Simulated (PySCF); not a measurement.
# Run report: CH4FIn, geometry relaxation (part 2 of 4)

CH4FIn; HF/def2-mTZVP, RHF, dispersion D3(BJ), core potentials def2-svp (PySCF 2.14.0). The atoms were displaced at random from an optimised geometry.

Geometry of the input (Å):
```
C  -0.9992  0.5325  -0.2881
In 1.2640  -0.4406  0.1947
F  1.0489  -1.5789  1.6860
H  -1.1162  0.4238  -1.3459
H  -1.6643  -0.2364  0.2822
H  -0.9308  1.6150  0.1066
H  2.7263  -0.3355  -0.5233
```

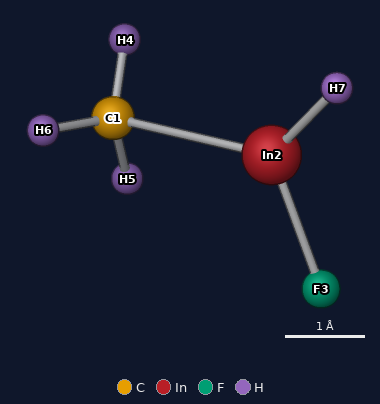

The starting structure (ball-and-stick view, seen at a tilt; atoms are numbered from 1 in the order of the input). Sticks mark near contacts.

Output, continued
```
Geometry optimization cycle 4
Cartesian coordinates (Angstrom)
 Atom        New coordinates             dX        dY        dZ
   C  -0.830582   0.442577  -0.245980   -0.048237  0.021035 -0.013433
  In   1.044251  -0.373308   0.157102    0.073133 -0.030802  0.013102
   F   1.001704  -1.574835   1.711601    0.073278 -0.032728  0.017210
   H  -1.030236   0.420966  -1.306196   -0.059780  0.028269 -0.012024
   H  -1.572570  -0.139502   0.266481   -0.063764  0.025684 -0.014118
   H  -0.888305   1.459182   0.096877   -0.057085  0.028414 -0.014960
   H   2.604515  -0.255084  -0.567573    0.082454 -0.039871  0.024222
New geometry
   1 C     -0.830581785992   0.442577317177  -0.245980420845 AA   -1.569572099577   0.836349918410  -0.464835627403 Bohr
   2 In     1.044251304975  -0.373308341402   0.157101694359 AA    1.973348971622  -0.705450525266   0.296879176043 Bohr
   3 F      1.001704223803  -1.574834990571   1.711600664492 AA    1.892946640808  -2.976006823561   3.234456490514 Bohr
   4 H     -1.030235652438   0.420965802485  -1.306196465630 AA   -1.946863226870   0.795510074505  -2.468353584915 Bohr
   5 H     -1.572570276657  -0.139502303767   0.266480585217 AA   -2.971727134514  -0.263621147866   0.503575323574 Bohr
   6 H     -0.888304614927   1.459181953563   0.096876825209 AA   -1.678652437399   2.757454258142   0.183070667462 Bohr
   7 H      2.604514801242  -0.255084437488  -0.567572882814 AA    4.921819661723  -0.482039725490  -1.072557304248 Bohr

******** <class 'pyscf.scf.hf.RHF_Scanner'> ********
method = RHF_Scanner
initial guess = minao
damping factor = 0
level_shift factor = 0
DIIS = <class 'pyscf.scf.diis.CDIIS'>
diis_start_cycle = 1
diis_space = 8
diis_damp = 0
SCF conv_tol = 1e-09
SCF conv_tol_grad = None
SCF max_cycles = 50
direct_scf = True
direct_scf_tol = 1e-13
Set gradient conv threshold to 3.16228e-05
Calc dispersion correction with DFTD3.
Parameters: xc=hf, version=d3bj, atm=False
init E= -328.925328386786
  HOMO = -0.411357701908283  LUMO = 0.0303828300181443  gap/eV = 12.02037
cycle= 1 E= -328.936759309394  delta_E= -0.0114  |g|= 0.0199  |ddm|= 0.177
  HOMO = -0.407339709329378  LUMO = 0.0312548609466319  gap/eV = 11.93477
cycle= 2 E= -328.936877938812  delta_E= -0.000119  |g|= 0.00742  |ddm|= 0.048
  HOMO = -0.406828510081539  LUMO = 0.031194499246709  gap/eV = 11.91921
cycle= 3 E= -328.936891375799  delta_E= -1.34e-05  |g|= 0.0033  |ddm|= 0.00998
  HOMO = -0.406741720377095  LUMO = 0.0311972642999763  gap/eV = 11.91693
cycle= 4 E= -328.936894850047  delta_E= -3.47e-06  |g|= 0.000953  |ddm|= 0.00478
  HOMO = -0.406654615036551  LUMO = 0.0312345827937719  gap/eV = 11.91557
cycle= 5 E= -328.936895380308  delta_E= -5.3e-07  |g|= 0.000243  |ddm|= 0.00235
  HOMO = -0.406585567750167  LUMO = 0.0312533003215876  gap/eV = 11.91420
cycle= 6 E= -328.936895425613  delta_E= -4.53e-08  |g|= 8.05e-05  |ddm|= 0.000802
  HOMO = -0.40658967864298  LUMO = 0.0312529052861024  gap/eV = 11.91430
cycle= 7 E= -328.936895429921  delta_E= -4.31e-09  |g|= 1.43e-05  |ddm|= 0.000312
  HOMO = -0.406587075266824  LUMO = 0.0312538193924574  gap/eV = 11.91426
cycle= 8 E= -328.93689543008  delta_E= -1.59e-10  |g|= 3.83e-06  |ddm|= 6.43e-05
  HOMO = -0.406587661527443  LUMO = 0.0312538661725092  gap/eV = 11.91427
Extra cycle  E= -328.936895430083  delta_E= -3.13e-12  |g|= 1.68e-06  |ddm|= 8.46e-06
converged SCF energy = -328.936895430083

******** <class 'pyscf.grad.rhf.Gradients_Scanner'> for <class 'pyscf.scf.hf.RHF_Scanner'> ********
unit = Eh/Bohr
Calc dispersion correction with DFTD3.
Parameters: xc=hf, version=d3bj, atm=False
--------------- RHF_Scanner gradients ---------------
         x                y                z
0 C     0.0103727021    -0.0018311322     0.0047994354
1 In    -0.0166375203     0.0055424080    -0.0015716688
2 F    -0.0006832456     0.0001054583    -0.0000044514
3 H     0.0015615048    -0.0014696394     0.0003859836
4 H     0.0043517906     0.0010086341    -0.0015780655
5 H     0.0011600479    -0.0043089910    -0.0005174386
6 H    -0.0001252796     0.0009532622    -0.0015137947
----------------------------------------------
cycle 4: E = -328.93689543  dE = -0.0130404  norm(grad) = 0.0222496
Step    3 : Displace = 7.451e-02/9.514e-02 (rms/max) Trust = 7.026e-02 (-) Grad = 8.410e-03/1.761e-02 (rms/max) E (change) = -328.9368954301 (-1.304e-02) Quality = 0.807
Hessian Eigenvalues: 2.29989e-02 2.51535e-02 5.00000e-02 ... 2.77755e-01 3.15078e-01 3.72343e-01

Geometry optimization cycle 5
Cartesian coordinates (Angstrom)
 Atom        New coordinates             dX        dY        dZ
   C  -0.845342   0.445119  -0.250993   -0.014761  0.002542 -0.005012
  In   1.066187  -0.381921   0.154351    0.021935 -0.008613 -0.002751
   F   1.028771  -1.579608   1.712032    0.027066 -0.004773  0.000432
   H  -1.055000   0.433457  -1.310335   -0.024764  0.012491 -0.004138
   H  -1.597694  -0.132902   0.263943   -0.025124  0.006600 -0.002537
   H  -0.902589   1.467955   0.092996   -0.014285  0.008773 -0.003881
   H   2.634446  -0.272105  -0.549685    0.029931 -0.017020  0.017888
New geometry
   1 C     -0.845342408711   0.445119376018  -0.250992762331 AA   -1.597465633943   0.841153713411  -0.474307580054 Bohr
   2 In     1.066186584026  -0.381921251008   0.154351145499 AA    2.014800641496  -0.721726565556   0.291681392006 Bohr
   3 F      1.028770711485  -1.579607980715   1.712032470206 AA    1.944094889681  -2.985026467729   3.235272485052 Bohr
   4 H     -1.054999515460   0.433457062418  -1.310334735167 AA   -1.993660145768   0.819115134729  -2.476173780969 Bohr
   5 H     -1.597694162818  -0.132902139981   0.263943455556 AA   -3.019204398542  -0.251148645933   0.498780843372 Bohr
   6 H     -0.902589291088   1.467954689429   0.092995683819 AA   -1.705646563121   2.774032326291   0.175736373184 Bohr
   7 H      2.634446082567  -0.272104756166  -0.549685257592 AA    4.978381585985  -0.514203466346  -1.038754591559 Bohr

******** <class 'pyscf.scf.hf.RHF_Scanner'> ********
method = RHF_Scanner
initial guess = minao
damping factor = 0
level_shift factor = 0
DIIS = <class 'pyscf.scf.diis.CDIIS'>
diis_start_cycle = 1
diis_space = 8
diis_damp = 0
SCF conv_tol = 1e-09
SCF conv_tol_grad = None
SCF max_cycles = 50
direct_scf = True
direct_scf_tol = 1e-13
Set gradient conv threshold to 3.16228e-05
Calc dispersion correction with DFTD3.
Parameters: xc=hf, version=d3bj, atm=False
init E= -328.929056428801
  HOMO = -0.408835858549036  LUMO = 0.0293299735982799  gap/eV = 11.92310
cycle= 1 E= -328.937909619822  delta_E= -0.00885  |g|= 0.00517  |ddm|= 0.0446
  HOMO = -0.405687677992532  LUMO = 0.0305874489164353  gap/eV = 11.87165
cycle= 2 E= -328.937919960121  delta_E= -1.03e-05  |g|= 0.00184  |ddm|= 0.0138
  HOMO = -0.405952433797253  LUMO = 0.0305249227359674  gap/eV = 11.87715
cycle= 3 E= -328.937921077605  delta_E= -1.12e-06  |g|= 0.000821  |ddm|= 0.0027
  HOMO = -0.405857994531853  LUMO = 0.0305339139208094  gap/eV = 11.87483
cycle= 4 E= -328.937921347807  delta_E= -2.7e-07  |g|= 0.000288  |ddm|= 0.00129
  HOMO = -0.405822063624647  LUMO = 0.0305461782161167  gap/eV = 11.87418
cycle= 5 E= -328.937921397907  delta_E= -5.01e-08  |g|= 8.55e-05  |ddm|= 0.000648
  HOMO = -0.405824863145675  LUMO = 0.0305481225715027  gap/eV = 11.87431
cycle= 6 E= -328.937921403427  delta_E= -5.52e-09  |g|= 2.77e-05  |ddm|= 0.00023
  HOMO = -0.405819839328007  LUMO = 0.0305485534067849  gap/eV = 11.87419
cycle= 7 E= -328.937921404  delta_E= -5.73e-10  |g|= 5.74e-06  |ddm|= 8.26e-05
  HOMO = -0.405820345802027  LUMO = 0.0305487564960139  gap/eV = 11.87421
Extra cycle  E= -328.937921404026  delta_E= -2.55e-11  |g|= 2.68e-06  |ddm|= 1.26e-05
converged SCF energy = -328.937921404026

******** <class 'pyscf.grad.rhf.Gradients_Scanner'> for <class 'pyscf.scf.hf.RHF_Scanner'> ********
unit = Eh/Bohr
Calc dispersion correction with DFTD3.
Parameters: xc=hf, version=d3bj, atm=False
--------------- RHF_Scanner gradients ---------------
         x                y                z
0 C     0.0048539179    -0.0007258098     0.0007101638
1 In    -0.0046951802     0.0012939263    -0.0001667187
2 F    -0.0003116602    -0.0000739237     0.0001515882
3 H     0.0002635493    -0.0004171610    -0.0000479325
4 H    -0.0000148746    -0.0004590808     0.0000815536
5 H    -0.0001399121    -0.0000701796     0.0000682305
6 H     0.0000441598     0.0004522286    -0.0007968849
----------------------------------------------
cycle 5: E = -328.937921404  dE = -0.00102597  norm(grad) = 0.00705677
Step    4 : Displace = 2.629e-02/3.891e-02 (rms/max) Trust = 9.936e-02 (+) Grad = 2.667e-03/4.959e-03 (rms/max) E (change) = -328.9379214040 (-1.026e-03) Quality = 1.254
Hessian Eigenvalues: 2.29924e-02 2.50940e-02 5.00000e-02 ... 2.78226e-01 3.23158e-01 3.72587e-01

Geometry optimization cycle 6
Cartesian coordinates (Angstrom)
 Atom        New coordinates             dX        dY        dZ
   C  -0.853489   0.445660  -0.253455   -0.008147  0.000541 -0.002462
  In   1.074843  -0.384055   0.150067    0.008656 -0.002133 -0.004284
   F   1.038294  -1.578195   1.709277    0.009524  0.001413 -0.002755
   H  -1.068369   0.439072  -1.311821   -0.013370  0.005615 -0.001486
   H  -1.604635  -0.129650   0.263651   -0.006941  0.003252 -0.000292
   H  -0.905673   1.467843   0.092522   -0.003084 -0.000112 -0.000474
   H   2.647808  -0.280681  -0.537932    0.013361 -0.008576  0.011754
New geometry
   1 C     -0.853489189264   0.445660274634  -0.253454982812 AA   -1.612860817985   0.842175863657  -0.478960502420 Bohr
   2 In     1.074842561012  -0.384054737826   0.150067344488 AA    2.031158067338  -0.725758271332   0.283586181323 Bohr
   3 F      1.038294402552  -1.578194510054   1.709277238676 AA    1.962092057491  -2.982355395294   3.230065852050 Bohr
   4 H     -1.068369480978   0.439071819487  -1.311821044004 AA   -2.018925718892   0.829725487845  -2.478982497609 Bohr
   5 H     -1.604634920297  -0.129649778755   0.263651356231 AA   -3.032320529274  -0.245002573957   0.498228855647 Bohr
   6 H     -0.905672951256   1.467842754941   0.092521681096 AA   -1.711473836299   2.773820800766   0.174840637855 Bohr
   7 H      2.647807578236  -0.280680822440  -0.537931593687 AA    5.003631153414  -0.530409882829  -1.016543385819 Bohr

******** <class 'pyscf.scf.hf.RHF_Scanner'> ********
method = RHF_Scanner
initial guess = minao
damping factor = 0
level_shift factor = 0
DIIS = <class 'pyscf.scf.diis.CDIIS'>
diis_start_cycle = 1
diis_space = 8
diis_damp = 0
SCF conv_tol = 1e-09
SCF conv_tol_grad = None
SCF max_cycles = 50
direct_scf = True
direct_scf_tol = 1e-13
Set gradient conv threshold to 3.16228e-05
Calc dispersion correction with DFTD3.
Parameters: xc=hf, version=d3bj, atm=False
init E= -328.937229317241
  HOMO = -0.405867649024557  LUMO = 0.0301816422621037  gap/eV = 11.86551
cycle= 1 E= -328.938028621429  delta_E= -0.000799  |g|= 0.00261  |ddm|= 0.0186
  HOMO = -0.405280711606469  LUMO = 0.0303306912411401  gap/eV = 11.85359
cycle= 2 E= -328.938031857256  delta_E= -3.24e-06  |g|= 0.000826  |ddm|= 0.00602
  HOMO = -0.405320727288711  LUMO = 0.0302925762413828  gap/eV = 11.85364
cycle= 3 E= -328.938032300542  delta_E= -4.43e-07  |g|= 0.000324  |ddm|= 0.00168
  HOMO = -0.405267615662311  LUMO = 0.0303146013964337  gap/eV = 11.85280
cycle= 4 E= -328.938032385171  delta_E= -8.46e-08  |g|= 0.000157  |ddm|= 0.000858
  HOMO = -0.405261598345586  LUMO = 0.0303181360447269  gap/eV = 11.85273
cycle= 5 E= -328.938032394848  delta_E= -9.68e-09  |g|= 3.58e-05  |ddm|= 0.000264
  HOMO = -0.405261364540308  LUMO = 0.0303183836751231  gap/eV = 11.85273
cycle= 6 E= -328.938032396103  delta_E= -1.26e-09  |g|= 1.04e-05  |ddm|= 0.000135
  HOMO = -0.4052600932426  LUMO = 0.0303188680794975  gap/eV = 11.85271
cycle= 7 E= -328.938032396169  delta_E= -6.53e-11  |g|= 2.87e-06  |ddm|= 2.27e-05
  HOMO = -0.405260331375612  LUMO = 0.0303187961748996  gap/eV = 11.85271
Extra cycle  E= -328.938032396175  delta_E= -5.85e-12  |g|= 1.33e-06  |ddm|= 7.01e-06
converged SCF energy = -328.938032396175

******** <class 'pyscf.grad.rhf.Gradients_Scanner'> for <class 'pyscf.scf.hf.RHF_Scanner'> ********
unit = Eh/Bohr
Calc dispersion correction with DFTD3.
Parameters: xc=hf, version=d3bj, atm=False
--------------- RHF_Scanner gradients ---------------
         x                y                z
0 C     0.0004744498    -0.0000376240     0.0006501012
1 In     0.0001023935    -0.0003416636     0.0004209170
2 F    -0.0001158769     0.0002007859    -0.0002380263
3 H    -0.0000793245    -0.0000276287    -0.0000801571
4 H     0.0001660869     0.0003427683    -0.0003821619
5 H    -0.0002760773    -0.0002754567    -0.0001682488
6 H    -0.0002716516     0.0001388189    -0.0002024242
----------------------------------------------
cycle 6: E = -328.938032396  dE = -0.000110992  norm(grad) = 0.0012973
Step    5 : Displace = 1.160e-02/1.972e-02 (rms/max) Trust = 1.405e-01 (+) Grad = 4.903e-04/8.057e-04 (rms/max) E (change) = -328.9380323962 (-1.110e-04) Quality = 1.094
Hessian Eigenvalues: 2.29376e-02 2.49090e-02 5.00000e-02 ... 2.78514e-01 3.23952e-01 3.72629e-01

Geometry optimization cycle 7
Cartesian coordinates (Angstrom)
 Atom        New coordinates             dX        dY        dZ
   C  -0.855583   0.445768  -0.254645   -0.002093  0.000108 -0.001190
  In   1.075339  -0.383610   0.147472    0.000496  0.000445 -0.002596
   F   1.038654  -1.577065   1.708201    0.000359  0.001130 -0.001077
   H  -1.071867   0.440085  -1.312566   -0.003497  0.001014 -0.000745
   H  -1.605144  -0.130994   0.265255   -0.000509 -0.001345  0.001604
   H  -0.904322   1.468243   0.093039    0.001351  0.000400  0.000517
   H   2.651701  -0.282433  -0.534445    0.003894 -0.001752  0.003486
New geometry
   1 C     -0.855582542216   0.445768329765  -0.254645071042 AA   -1.616816681748   0.842380058261  -0.481209443239 Bohr
   2 In     1.075338574485  -0.383609941019   0.147471551231 AA    2.032095396956  -0.724917727186   0.278680842992 Bohr
   3 F      1.038653565821  -1.577064733756   1.708200646208 AA    1.962770777705  -2.980220427509   3.228031387138 Bohr
   4 H     -1.071866876577   0.440085364703  -1.312565646576 AA   -2.025534838724   0.831640810718  -2.480389592542 Bohr
   5 H     -1.605143862385  -0.130994328219   0.265255013385 AA   -3.033282290434  -0.247543404205   0.501259328465 Bohr
   6 H     -0.904322067796   1.468243109352   0.093038947398 AA   -1.708921036534   2.774577360956   0.175818129501 Bohr
   7 H      2.651701208685  -0.282432800839  -0.534445440610 AA    5.010989048592  -0.533720642180  -1.009955511276 Bohr

******** <class 'pyscf.scf.hf.RHF_Scanner'> ********
method = RHF_Scanner
initial guess = minao
damping factor = 0
level_shift factor = 0
DIIS = <class 'pyscf.scf.diis.CDIIS'>
diis_start_cycle = 1
diis_space = 8
diis_damp = 0
SCF conv_tol = 1e-09
SCF conv_tol_grad = None
SCF max_cycles = 50
direct_scf = True
direct_scf_tol = 1e-13
Set gradient conv threshold to 3.16228e-05
Calc dispersion correction with DFTD3.
Parameters: xc=hf, version=d3bj, atm=False
init E= -328.936951617592
  HOMO = -0.405395600453922  LUMO = 0.0300120082068673  gap/eV = 11.84804
cycle= 1 E= -328.938038668381  delta_E= -0.00109  |g|= 0.000798  |ddm|= 0.00471
  HOMO = -0.405099749536213  LUMO = 0.0302791712163852  gap/eV = 11.84726
cycle= 2 E= -328.938039024339  delta_E= -3.56e-07  |g|= 0.000297  |ddm|= 0.00134
  HOMO = -0.405120344732971  LUMO = 0.030262907406776  gap/eV = 11.84738
cycle= 3 E= -328.938039087522  delta_E= -6.32e-08  |g|= 0.000135  |ddm|= 0.000658
  HOMO = -0.405114106309515  LUMO = 0.0302668848837975  gap/eV = 11.84732
cycle= 4 E= -328.938039095647  delta_E= -8.12e-09  |g|= 4.04e-05  |ddm|= 0.000212
  HOMO = -0.405108602797977  LUMO = 0.0302696350341236  gap/eV = 11.84725
cycle= 5 E= -328.938039096801  delta_E= -1.15e-09  |g|= 1.29e-05  |ddm|= 9.01e-05
  HOMO = -0.405108393053066  LUMO = 0.0302696271909859  gap/eV = 11.84724
cycle= 6 E= -328.938039096927  delta_E= -1.26e-10  |g|= 4.1e-06  |ddm|= 3.28e-05
  HOMO = -0.405108277472419  LUMO = 0.0302697170217705  gap/eV = 11.84724
Extra cycle  E= -328.938039096939  delta_E= -1.18e-11  |g|= 2.08e-06  |ddm|= 7.72e-06
converged SCF energy = -328.938039096939

******** <class 'pyscf.grad.rhf.Gradients_Scanner'> for <class 'pyscf.scf.hf.RHF_Scanner'> ********
unit = Eh/Bohr
Calc dispersion correction with DFTD3.
Parameters: xc=hf, version=d3bj, atm=False
--------------- RHF_Scanner gradients ---------------
         x                y                z
0 C     0.0000836531     0.0001384246    -0.0000367800
1 In     0.0003514907    -0.0002752868     0.0002626856
2 F    -0.0000595887     0.0000471807    -0.0000378102
3 H     0.0000224760    -0.0000110831    -0.0000851222
4 H    -0.0002824483    -0.0001755019     0.0000552898
5 H    -0.0000662443     0.0001969708     0.0000035691
6 H    -0.0000493385     0.0000792957    -0.0001618322
----------------------------------------------
cycle 7: E = -328.938039097  dE = -6.70076e-06  norm(grad) = 0.000708992
Step    6 : Displace = 3.085e-03/5.469e-03 (rms/max) Trust = 1.987e-01 (+) Grad = 2.680e-04/5.180e-04 (rms/max) E (change) = -328.9380390969 (-6.701e-06) Quality = 1.191
Hessian Eigenvalues: 2.17672e-02 2.43425e-02 5.00000e-02 ... 2.82724e-01 3.69342e-01 3.93283e-01

Geometry optimization cycle 8
Cartesian coordinates (Angstrom)
 Atom        New coordinates             dX        dY        dZ
   C  -0.856343   0.445562  -0.255368   -0.000761 -0.000207 -0.000722
  In   1.075321  -0.382868   0.145144   -0.000018  0.000741 -0.002328
   F   1.038070  -1.575891   1.706694   -0.000584  0.001174 -0.001507
   H  -1.074931   0.440565  -1.312649   -0.003064  0.000480 -0.000083
   H  -1.603932  -0.131240   0.266501    0.001212 -0.000245  0.001246
   H  -0.903542   1.467585   0.093308    0.000780 -0.000659  0.000270
   H   2.654136  -0.283717  -0.531320    0.002435 -0.001284  0.003125
New geometry
   1 C     -0.856343419071   0.445561668866  -0.255367568456 AA   -1.618254530619   0.841989525762  -0.482574765478 Bohr
   2 In     1.075320850484  -0.382868461715   0.145143616254 AA    2.032061903449  -0.723516534375   0.274281683449 Bohr
   3 F      1.038069980605  -1.575891069909   1.706694081934 AA    1.961667961476  -2.978002524277   3.225184393271 Bohr
   4 H     -1.074931182042   0.440564942393  -1.312648742231 AA   -2.031325536814   0.832547081207  -2.480546620571 Bohr
   5 H     -1.603932300295  -0.131239631432   0.266500564623 AA   -3.030992769901  -0.248006960095   0.503613079179 Bohr
   6 H     -0.903542409655   1.467584546549   0.093308485457 AA   -1.707447696177   2.773332857621   0.176327482611 Bohr
   7 H      2.654136479994  -0.283716994772  -0.531320437589 AA    5.015591044406  -0.536147417004  -1.004050111428 Bohr
```
